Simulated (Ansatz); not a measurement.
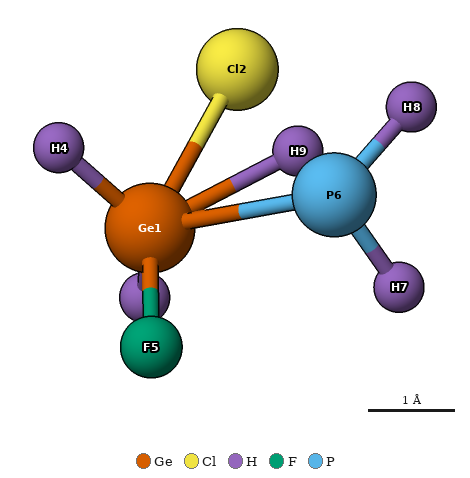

Figure 1. The input geometry (ball-and-stick view, seen at a tilt; atoms are numbered from 1 in the order of the input). Sticks mark near contacts. Bond lengths as drawn: Cl–Ge 2.54 Å, F–Ge 1.80 Å, Ge–H 1.54 to 1.95 Å, Ge–P 2.63 Å and H–P 1.44 Å.

Molecular dynamics of GePH₅ClF (part 1 of 3)

System: GePH₅ClF.
Method: RKS revPBE-D4/def2-SVP (Ansatz 0.2.0).

It belongs to a series of runs on one base structure; here: dynamics from the highest image of the converged band. Figures and captions count atoms from 1; the log counts them from 0 in places.

What the program printed
```
Engine: ansatz 0.2.0, x86_64-unknown-linux-gnu
Functional definition: revPBE
  parameter kappa = 1.245
  parameter beta = 0.06672455060314922
  exchange = pbe_x(kappa = kappa, mu = beta*pi^2/3)
  correlation = pbe_c(beta = beta)
1191 factors; their error is unknown
mean field evaluation 1: about -81099.2046 eV, gradient 4.2e1 eV
mean field evaluation 2: about -81079.5032 eV, gradient 1.2e2 eV
mean field evaluation 4: about -81101.8782 eV, gradient 6.8e0 eV
mean field evaluation 8: about -81101.9717 eV, gradient 2.2e-1 eV
mean field evaluation 16: about -81101.9109 eV, gradient 5.7e-5 eV
mean field -81101.91088301 eV, -2980.4402521012 hartree, gradient 5.7e-5 eV, S^2 0.000000; 0 other end points of the search recorded, 0 dependent functions left out
the calculation of the forces begins
reference -81101.91092193 eV, -2980.4402535313 hartree; 39, 39 occupied and 68, 68 virtual orbitals, 1191 factors
md step     0: t =     0.00 fs  T =   300.0 K  F+E_penalty+E_count = -81102.53011899 eV  E_kin = 0.271446 eV  conserved = -81102.25867299 eV  (26 SCF iters)
these checks for a lower state are left out or cut short: starts, cluster_reference, orbital_swaps, neighbouring_geometries, increment
1191 factors; their error is unknown
mean field -81101.90879839 eV, -2980.4401754926 hartree, gradient 8.2e-5 eV, S^2 0.000000; 0 other end points of the search recorded, 0 dependent functions left out
the calculation of the forces begins
reference -81101.90883731 eV, -2980.4401769229 hartree; 39, 39 occupied and 68, 68 virtual orbitals, 1191 factors
md step     1: t =     0.50 fs  T =   296.7 K  F+E_penalty+E_count = -81102.52706737 eV  E_kin = 0.268425 eV  conserved = -81102.25864192 eV  (26 SCF iters, 3 dispersion substeps)
[... from here on the SCF iterations and repeated set-up lines of each step are left out, up to the last step ...]
md step     2: t =     1.00 fs  T =   287.1 K  F+E_penalty+E_count = -81102.51837351 eV  E_kin = 0.259810 eV  conserved = -81102.25856361 eV  (28 SCF iters, 3 dispersion substeps)
md step     3: t =     1.50 fs  T =   272.8 K  F+E_penalty+E_count = -81102.50526070 eV  E_kin = 0.246806 eV  conserved = -81102.25845485 eV  (28 SCF iters, 3 dispersion substeps)
md step     4: t =     2.00 fs  T =   255.4 K  F+E_penalty+E_count = -81102.48945349 eV  E_kin = 0.231121 eV  conserved = -81102.25833255 eV  (28 SCF iters, 3 dispersion substeps)
md step     5: t =     2.50 fs  T =   237.3 K  F+E_penalty+E_count = -81102.47289758 eV  E_kin = 0.214684 eV  conserved = -81102.25821401 eV  (28 SCF iters, 3 dispersion substeps)
md step     6: t =     3.00 fs  T =   220.3 K  F+E_penalty+E_count = -81102.45748546 eV  E_kin = 0.199372 eV  conserved = -81102.25811365 eV  (28 SCF iters, 3 dispersion substeps)
md step     7: t =     3.50 fs  T =   206.4 K  F+E_penalty+E_count = -81102.44482453 eV  E_kin = 0.186782 eV  conserved = -81102.25804211 eV  (28 SCF iters, 3 dispersion substeps)
md step     8: t =     4.00 fs  T =   196.8 K  F+E_penalty+E_count = -81102.43606249 eV  E_kin = 0.178056 eV  conserved = -81102.25800604 eV  (28 SCF iters, 3 dispersion substeps)
md step     9: t =     4.50 fs  T =   192.0 K  F+E_penalty+E_count = -81102.43177734 eV  E_kin = 0.173769 eV  conserved = -81102.25800828 eV  (28 SCF iters, 3 dispersion substeps)
md step    10: t =     5.00 fs  T =   192.2 K  F+E_penalty+E_count = -81102.43193208 eV  E_kin = 0.173885 eV  conserved = -81102.25804739 eV  (28 SCF iters, 3 dispersion substeps)
md step    11: t =     5.50 fs  T =   196.5 K  F+E_penalty+E_count = -81102.43589605 eV  E_kin = 0.177778 eV  conserved = -81102.25811834 eV  (30 SCF iters, 3 dispersion substeps)
md step    12: t =     6.00 fs  T =   203.7 K  F+E_penalty+E_count = -81102.44253013 eV  E_kin = 0.184318 eV  conserved = -81102.25821248 eV  (30 SCF iters, 3 dispersion substeps)
md step    13: t =     6.50 fs  T =   212.2 K  F+E_penalty+E_count = -81102.45033316 eV  E_kin = 0.192017 eV  conserved = -81102.25831662 eV  (30 SCF iters, 3 dispersion substeps)
md step    14: t =     7.00 fs  T =   220.2 K  F+E_penalty+E_count = -81102.45764860 eV  E_kin = 0.199233 eV  conserved = -81102.25841582 eV  (30 SCF iters, 3 dispersion substeps)
md step    15: t =     7.50 fs  T =   225.9 K  F+E_penalty+E_count = -81102.46291062 eV  E_kin = 0.204418 eV  conserved = -81102.25849301 eV  (30 SCF iters, 3 dispersion substeps)
md step    16: t =     8.00 fs  T =   228.1 K  F+E_penalty+E_count = -81102.46491155 eV  E_kin = 0.206379 eV  conserved = -81102.25853274 eV  (30 SCF iters, 3 dispersion substeps)
md step    17: t =     8.50 fs  T =   226.0 K  F+E_penalty+E_count = -81102.46304664 eV  E_kin = 0.204523 eV  conserved = -81102.25852405 eV  (30 SCF iters, 3 dispersion substeps)
md step    18: t =     9.00 fs  T =   220.0 K  F+E_penalty+E_count = -81102.45748661 eV  E_kin = 0.199024 eV  conserved = -81102.25846285 eV  (28 SCF iters, 3 dispersion substeps)
md step    19: t =     9.50 fs  T =   211.0 K  F+E_penalty+E_count = -81102.44922868 eV  E_kin = 0.190872 eV  conserved = -81102.25835626 eV  (30 SCF iters, 3 dispersion substeps)
md step    20: t =    10.00 fs  T =   200.9 K  F+E_penalty+E_count = -81102.43998127 eV  E_kin = 0.181759 eV  conserved = -81102.25822223 eV  (29 SCF iters, 3 dispersion substeps)
md step    21: t =    10.50 fs  T =   192.1 K  F+E_penalty+E_count = -81102.43187878 eV  E_kin = 0.173792 eV  conserved = -81102.25808665 eV  (29 SCF iters, 3 dispersion substeps)
md step    22: t =    11.00 fs  T =   186.9 K  F+E_penalty+E_count = -81102.42706777 eV  E_kin = 0.169088 eV  conserved = -81102.25797947 eV  (29 SCF iters, 3 dispersion substeps)
md step    23: t =    11.50 fs  T =   187.1 K  F+E_penalty+E_count = -81102.42724544 eV  E_kin = 0.169319 eV  conserved = -81102.25792645 eV  (30 SCF iters, 3 dispersion substeps)
md step    24: t =    12.00 fs  T =   193.8 K  F+E_penalty+E_count = -81102.43326596 eV  E_kin = 0.175324 eV  conserved = -81102.25794198 eV  (28 SCF iters, 3 dispersion substeps)
md step    25: t =    12.50 fs  T =   206.6 K  F+E_penalty+E_count = -81102.44491881 eV  E_kin = 0.186893 eV  conserved = -81102.25802541 eV  (27 SCF iters, 3 dispersion substeps)
md step    26: t =    13.00 fs  T =   224.1 K  F+E_penalty+E_count = -81102.46093833 eV  E_kin = 0.202777 eV  conserved = -81102.25816178 eV  (28 SCF iters, 3 dispersion substeps)
md step    27: t =    13.50 fs  T =   244.2 K  F+E_penalty+E_count = -81102.47923810 eV  E_kin = 0.220912 eV  conserved = -81102.25832565 eV  (28 SCF iters, 3 dispersion substeps)
md step    28: t =    14.00 fs  T =   263.9 K  F+E_penalty+E_count = -81102.49730577 eV  E_kin = 0.238817 eV  conserved = -81102.25848830 eV  (26 SCF iters, 3 dispersion substeps)
md step    29: t =    14.50 fs  T =   280.8 K  F+E_penalty+E_count = -81102.51265499 eV  E_kin = 0.254032 eV  conserved = -81102.25862344 eV  (27 SCF iters, 3 dispersion substeps)
md step    30: t =    15.00 fs  T =   292.4 K  F+E_penalty+E_count = -81102.52323832 eV  E_kin = 0.264526 eV  conserved = -81102.25871222 eV  (27 SCF iters, 3 dispersion substeps)
md step    31: t =    15.50 fs  T =   297.3 K  F+E_penalty+E_count = -81102.52775055 eV  E_kin = 0.269006 eV  conserved = -81102.25874440 eV  (27 SCF iters, 3 dispersion substeps)
md step    32: t =    16.00 fs  T =   295.2 K  F+E_penalty+E_count = -81102.52579601 eV  E_kin = 0.267079 eV  conserved = -81102.25871672 eV  (27 SCF iters, 3 dispersion substeps)
md step    33: t =    16.50 fs  T =   286.6 K  F+E_penalty+E_count = -81102.51793151 eV  E_kin = 0.259298 eV  conserved = -81102.25863341 eV  (26 SCF iters, 3 dispersion substeps)
md step    34: t =    17.00 fs  T =   273.1 K  F+E_penalty+E_count = -81102.50559992 eV  E_kin = 0.247096 eV  conserved = -81102.25850367 eV  (26 SCF iters, 3 dispersion substeps)
md step    35: t =    17.50 fs  T =   257.1 K  F+E_penalty+E_count = -81102.49097526 eV  E_kin = 0.232634 eV  conserved = -81102.25834136 eV  (26 SCF iters, 3 dispersion substeps)
md step    36: t =    18.00 fs  T =   241.5 K  F+E_penalty+E_count = -81102.47672241 eV  E_kin = 0.218555 eV  conserved = -81102.25816711 eV  (27 SCF iters, 3 dispersion substeps)
md step    37: t =    18.50 fs  T =   229.5 K  F+E_penalty+E_count = -81102.46566276 eV  E_kin = 0.207656 eV  conserved = -81102.25800692 eV  (27 SCF iters, 3 dispersion substeps)
md step    38: t =    19.00 fs  T =   223.8 K  F+E_penalty+E_count = -81102.46036126 eV  E_kin = 0.202472 eV  conserved = -81102.25788900 eV  (27 SCF iters, 3 dispersion substeps)
md step    39: t =    19.50 fs  T =   226.4 K  F+E_penalty+E_count = -81102.46268510 eV  E_kin = 0.204847 eV  conserved = -81102.25783823 eV  (28 SCF iters, 3 dispersion substeps)
md step    40: t =    20.00 fs  T =   238.2 K  F+E_penalty+E_count = -81102.47342613 eV  E_kin = 0.215558 eV  conserved = -81102.25786824 eV  (27 SCF iters, 3 dispersion substeps)
md step    41: t =    20.50 fs  T =   258.8 K  F+E_penalty+E_count = -81102.49209911 eV  E_kin = 0.234123 eV  conserved = -81102.25797612 eV  (26 SCF iters, 3 dispersion substeps)
md step    42: t =    21.00 fs  T =   286.1 K  F+E_penalty+E_count = -81102.51699361 eV  E_kin = 0.258851 eV  conserved = -81102.25814220 eV  (27 SCF iters, 3 dispersion substeps)
md step    43: t =    21.50 fs  T =   317.4 K  F+E_penalty+E_count = -81102.54548270 eV  E_kin = 0.287148 eV  conserved = -81102.25833494 eV  (28 SCF iters, 3 dispersion substeps)
md step    44: t =    22.00 fs  T =   349.2 K  F+E_penalty+E_count = -81102.57451157 eV  E_kin = 0.315992 eV  conserved = -81102.25851971 eV  (28 SCF iters, 3 dispersion substeps)
md step    45: t =    22.50 fs  T =   378.5 K  F+E_penalty+E_count = -81102.60113838 eV  E_kin = 0.342472 eV  conserved = -81102.25866666 eV  (28 SCF iters, 3 dispersion substeps)
md step    46: t =    23.00 fs  T =   402.6 K  F+E_penalty+E_count = -81102.62300366 eV  E_kin = 0.364247 eV  conserved = -81102.25875633 eV  (28 SCF iters, 3 dispersion substeps)
md step    47: t =    23.50 fs  T =   419.8 K  F+E_penalty+E_count = -81102.63864353 eV  E_kin = 0.379863 eV  conserved = -81102.25878100 eV  (28 SCF iters, 3 dispersion substeps)
md step    48: t =    24.00 fs  T =   429.8 K  F+E_penalty+E_count = -81102.64761721 eV  E_kin = 0.388872 eV  conserved = -81102.25874477 eV  (28 SCF iters, 3 dispersion substeps)
md step    49: t =    24.50 fs  T =   433.0 K  F+E_penalty+E_count = -81102.65045701 eV  E_kin = 0.391798 eV  conserved = -81102.25865946 eV  (28 SCF iters, 3 dispersion substeps)
md step    50: t =    25.00 fs  T =   431.0 K  F+E_penalty+E_count = -81102.64848499 eV  E_kin = 0.389943 eV  conserved = -81102.25854195 eV  (27 SCF iters, 3 dispersion substeps)
md step    51: t =    25.50 fs  T =   425.6 K  F+E_penalty+E_count = -81102.64354676 eV  E_kin = 0.385135 eV  conserved = -81102.25841153 eV  (27 SCF iters, 3 dispersion substeps)
md step    52: t =    26.00 fs  T =   419.3 K  F+E_penalty+E_count = -81102.63771462 eV  E_kin = 0.379430 eV  conserved = -81102.25828497 eV  (27 SCF iters, 3 dispersion substeps)
md step    53: t =    26.50 fs  T =   414.3 K  F+E_penalty+E_count = -81102.63301268 eV  E_kin = 0.374836 eV  conserved = -81102.25817643 eV  (28 SCF iters, 3 dispersion substeps)
md step    54: t =    27.00 fs  T =   412.3 K  F+E_penalty+E_count = -81102.63118871 eV  E_kin = 0.373093 eV  conserved = -81102.25809546 eV  (27 SCF iters, 3 dispersion substeps)
md step    55: t =    27.50 fs  T =   415.0 K  F+E_penalty+E_count = -81102.63355296 eV  E_kin = 0.375505 eV  conserved = -81102.25804784 eV  (27 SCF iters, 3 dispersion substeps)
md step    56: t =    28.00 fs  T =   423.1 K  F+E_penalty+E_count = -81102.64088407 eV  E_kin = 0.382849 eV  conserved = -81102.25803477 eV  (27 SCF iters, 3 dispersion substeps)
md step    57: t =    28.50 fs  T =   436.9 K  F+E_penalty+E_count = -81102.65340509 eV  E_kin = 0.395351 eV  conserved = -81102.25805429 eV  (27 SCF iters, 3 dispersion substeps)
md step    58: t =    29.00 fs  T =   456.1 K  F+E_penalty+E_count = -81102.67082124 eV  E_kin = 0.412721 eV  conserved = -81102.25809997 eV  (28 SCF iters, 3 dispersion substeps)
md step    59: t =    29.50 fs  T =   479.9 K  F+E_penalty+E_count = -81102.69241714 eV  E_kin = 0.434253 eV  conserved = -81102.25816365 eV  (28 SCF iters, 3 dispersion substeps)
md step    60: t =    30.00 fs  T =   507.2 K  F+E_penalty+E_count = -81102.71718814 eV  E_kin = 0.458951 eV  conserved = -81102.25823680 eV  (28 SCF iters, 3 dispersion substeps)
md step    61: t =    30.50 fs  T =   536.8 K  F+E_penalty+E_count = -81102.74397846 eV  E_kin = 0.485666 eV  conserved = -81102.25831237 eV  (27 SCF iters, 3 dispersion substeps)
md step    62: t =    31.00 fs  T =   567.2 K  F+E_penalty+E_count = -81102.77159392 eV  E_kin = 0.513207 eV  conserved = -81102.25838682 eV  (27 SCF iters, 3 dispersion substeps)
md step    63: t =    31.50 fs  T =   597.3 K  F+E_penalty+E_count = -81102.79886684 eV  E_kin = 0.540407 eV  conserved = -81102.25845984 eV  (27 SCF iters, 3 dispersion substeps)
md step    64: t =    32.00 fs  T =   625.7 K  F+E_penalty+E_count = -81102.82467540 eV  E_kin = 0.566144 eV  conserved = -81102.25853179 eV  (27 SCF iters, 3 dispersion substeps)
md step    65: t =    32.50 fs  T =   651.3 K  F+E_penalty+E_count = -81102.84794755 eV  E_kin = 0.589347 eV  conserved = -81102.25860042 eV  (27 SCF iters, 3 dispersion substeps)
md step    66: t =    33.00 fs  T =   673.1 K  F+E_penalty+E_count = -81102.86769784 eV  E_kin = 0.609039 eV  conserved = -81102.25865862 eV  (25 SCF iters, 3 dispersion substeps)
md step    67: t =    33.50 fs  T =   690.1 K  F+E_penalty+E_count = -81102.88314362 eV  E_kin = 0.624452 eV  conserved = -81102.25869210 eV  (25 SCF iters, 3 dispersion substeps)
md step    68: t =    34.00 fs  T =   702.1 K  F+E_penalty+E_count = -81102.89392358 eV  E_kin = 0.635243 eV  conserved = -81102.25868090 eV  (25 SCF iters, 3 dispersion substeps)
md step    69: t =    34.50 fs  T =   709.3 K  F+E_penalty+E_count = -81102.90038432 eV  E_kin = 0.641777 eV  conserved = -81102.25860721 eV  (26 SCF iters, 3 dispersion substeps)
md step    70: t =    35.00 fs  T =   713.2 K  F+E_penalty+E_count = -81102.90382419 eV  E_kin = 0.645358 eV  conserved = -81102.25846663 eV  (26 SCF iters, 3 dispersion substeps)
md step    71: t =    35.50 fs  T =   716.4 K  F+E_penalty+E_count = -81102.90653121 eV  E_kin = 0.648253 eV  conserved = -81102.25827862 eV  (26 SCF iters, 3 dispersion substeps)
md step    72: t =    36.00 fs  T =   722.1 K  F+E_penalty+E_count = -81102.91146675 eV  E_kin = 0.653379 eV  conserved = -81102.25808778 eV  (26 SCF iters, 3 dispersion substeps)
md step    73: t =    36.50 fs  T =   733.4 K  F+E_penalty+E_count = -81102.92157515 eV  E_kin = 0.663621 eV  conserved = -81102.25795371 eV  (26 SCF iters, 3 dispersion substeps)
md step    74: t =    37.00 fs  T =   752.6 K  F+E_penalty+E_count = -81102.93889760 eV  E_kin = 0.680972 eV  conserved = -81102.25792570 eV  (26 SCF iters, 3 dispersion substeps)
md step    75: t =    37.50 fs  T =   780.1 K  F+E_penalty+E_count = -81102.96384914 eV  E_kin = 0.705831 eV  conserved = -81102.25801848 eV  (27 SCF iters, 3 dispersion substeps)
md step    76: t =    38.00 fs  T =   814.3 K  F+E_penalty+E_count = -81102.99500261 eV  E_kin = 0.736797 eV  conserved = -81102.25820554 eV  (27 SCF iters, 3 dispersion substeps)
md step    77: t =    38.50 fs  T =   852.2 K  F+E_penalty+E_count = -81103.02948681 eV  E_kin = 0.771055 eV  conserved = -81102.25843193 eV  (27 SCF iters, 3 dispersion substeps)
md step    78: t =    39.00 fs  T =   889.9 K  F+E_penalty+E_count = -81103.06380654 eV  E_kin = 0.805167 eV  conserved = -81102.25863967 eV  (27 SCF iters, 3 dispersion substeps)
md step    79: t =    39.50 fs  T =   923.9 K  F+E_penalty+E_count = -81103.09471868 eV  E_kin = 0.835930 eV  conserved = -81102.25878882 eV  (27 SCF iters, 3 dispersion substeps)
md step    80: t =    40.00 fs  T =   951.6 K  F+E_penalty+E_count = -81103.11985653 eV  E_kin = 0.860992 eV  conserved = -81102.25886432 eV  (27 SCF iters, 3 dispersion substeps)
md step    81: t =    40.50 fs  T =   971.6 K  F+E_penalty+E_count = -81103.13799215 eV  E_kin = 0.879123 eV  conserved = -81102.25886920 eV  (26 SCF iters, 3 dispersion substeps)
md step    82: t =    41.00 fs  T =   983.8 K  F+E_penalty+E_count = -81103.14901179 eV  E_kin = 0.890195 eV  conserved = -81102.25881636 eV  (27 SCF iters, 3 dispersion substeps)
md step    83: t =    41.50 fs  T =   989.2 K  F+E_penalty+E_count = -81103.15373992 eV  E_kin = 0.895020 eV  conserved = -81102.25871974 eV  (26 SCF iters, 3 dispersion substeps)
md step    84: t =    42.00 fs  T =   989.3 K  F+E_penalty+E_count = -81103.15372751 eV  E_kin = 0.895135 eV  conserved = -81102.25859214 eV  (25 SCF iters, 3 dispersion substeps)
md step    85: t =    42.50 fs  T =   986.5 K  F+E_penalty+E_count = -81103.15104377 eV  E_kin = 0.892598 eV  conserved = -81102.25844554 eV  (25 SCF iters, 3 dispersion substeps)
md step    86: t =    43.00 fs  T =   983.4 K  F+E_penalty+E_count = -81103.14806476 eV  E_kin = 0.889769 eV  conserved = -81102.25829562 eV  (25 SCF iters, 3 dispersion substeps)
md step    87: t =    43.50 fs  T =   982.6 K  F+E_penalty+E_count = -81103.14722670 eV  E_kin = 0.889068 eV  conserved = -81102.25815899 eV  (25 SCF iters, 3 dispersion substeps)
md step    88: t =    44.00 fs  T =   986.6 K  F+E_penalty+E_count = -81103.15075237 eV  E_kin = 0.892700 eV  conserved = -81102.25805274 eV  (25 SCF iters, 3 dispersion substeps)
md step    89: t =    44.50 fs  T =   997.3 K  F+E_penalty+E_count = -81103.16037448 eV  E_kin = 0.902383 eV  conserved = -81102.25799153 eV  (25 SCF iters, 3 dispersion substeps)
md step    90: t =    45.00 fs  T =  1015.8 K  F+E_penalty+E_count = -81103.17710498 eV  E_kin = 0.919121 eV  conserved = -81102.25798378 eV  (25 SCF iters, 3 dispersion substeps)
md step    91: t =    45.50 fs  T =  1042.3 K  F+E_penalty+E_count = -81103.20109639 eV  E_kin = 0.943065 eV  conserved = -81102.25803133 eV  (26 SCF iters, 3 dispersion substeps)
md step    92: t =    46.00 fs  T =  1075.9 K  F+E_penalty+E_count = -81103.23161192 eV  E_kin = 0.973482 eV  conserved = -81102.25812977 eV  (26 SCF iters, 3 dispersion substeps)
md step    93: t =    46.50 fs  T =  1114.9 K  F+E_penalty+E_count = -81103.26709747 eV  E_kin = 1.008827 eV  conserved = -81102.25827016 eV  (26 SCF iters, 3 dispersion substeps)
md step    94: t =    47.00 fs  T =  1157.0 K  F+E_penalty+E_count = -81103.30533075 eV  E_kin = 1.046891 eV  conserved = -81102.25844024 eV  (25 SCF iters, 3 dispersion substeps)
md step    95: t =    47.50 fs  T =  1199.1 K  F+E_penalty+E_count = -81103.34362653 eV  E_kin = 1.085002 eV  conserved = -81102.25862424 eV  (25 SCF iters, 3 dispersion substeps)
md step    96: t =    48.00 fs  T =  1238.1 K  F+E_penalty+E_count = -81103.37909773 eV  E_kin = 1.120296 eV  conserved = -81102.25880136 eV  (25 SCF iters, 3 dispersion substeps)
md step    97: t =    48.50 fs  T =  1271.0 K  F+E_penalty+E_count = -81103.40899448 eV  E_kin = 1.150049 eV  conserved = -81102.25894519 eV  (25 SCF iters, 3 dispersion substeps)
md step    98: t =    49.00 fs  T =  1295.4 K  F+E_penalty+E_count = -81103.43113958 eV  E_kin = 1.172118 eV  conserved = -81102.25902114 eV  (25 SCF iters, 3 dispersion substeps)
md step    99: t =    49.50 fs  T =  1310.2 K  F+E_penalty+E_count = -81103.44445487 eV  E_kin = 1.185460 eV  conserved = -81102.25899451 eV  (25 SCF iters, 3 dispersion substeps)
md step   100: t =    50.00 fs  T =  1315.9 K  F+E_penalty+E_count = -81103.44947236 eV  E_kin = 1.190629 eV  conserved = -81102.25884347 eV  (25 SCF iters, 3 dispersion substeps)
md step   101: t =    50.50 fs  T =  1315.2 K  F+E_penalty+E_count = -81103.44862795 eV  E_kin = 1.190051 eV  conserved = -81102.25857731 eV  (25 SCF iters, 3 dispersion substeps)
md step   102: t =    51.00 fs  T =  1312.8 K  F+E_penalty+E_count = -81103.44607366 eV  E_kin = 1.187824 eV  conserved = -81102.25824937 eV  (25 SCF iters, 3 dispersion substeps)
md step   103: t =    51.50 fs  T =  1313.9 K  F+E_penalty+E_count = -81103.44683444 eV  E_kin = 1.188883 eV  conserved = -81102.25795143 eV  (25 SCF iters, 3 dispersion substeps)
md step   104: t =    52.00 fs  T =  1323.6 K  F+E_penalty+E_count = -81103.45542375 eV  E_kin = 1.197644 eV  conserved = -81102.25777963 eV  (27 SCF iters, 3 dispersion substeps)
md step   105: t =    52.50 fs  T =  1344.6 K  F+E_penalty+E_count = -81103.47440898 eV  E_kin = 1.216617 eV  conserved = -81102.25779158 eV  (25 SCF iters, 3 dispersion substeps)
md step   106: t =    53.00 fs  T =  1376.6 K  F+E_penalty+E_count = -81103.50356653 eV  E_kin = 1.245590 eV  conserved = -81102.25797660 eV  (25 SCF iters, 3 dispersion substeps)
md step   107: t =    53.50 fs  T =  1416.6 K  F+E_penalty+E_count = -81103.54003727 eV  E_kin = 1.281771 eV  conserved = -81102.25826581 eV  (25 SCF iters, 3 dispersion substeps)
```
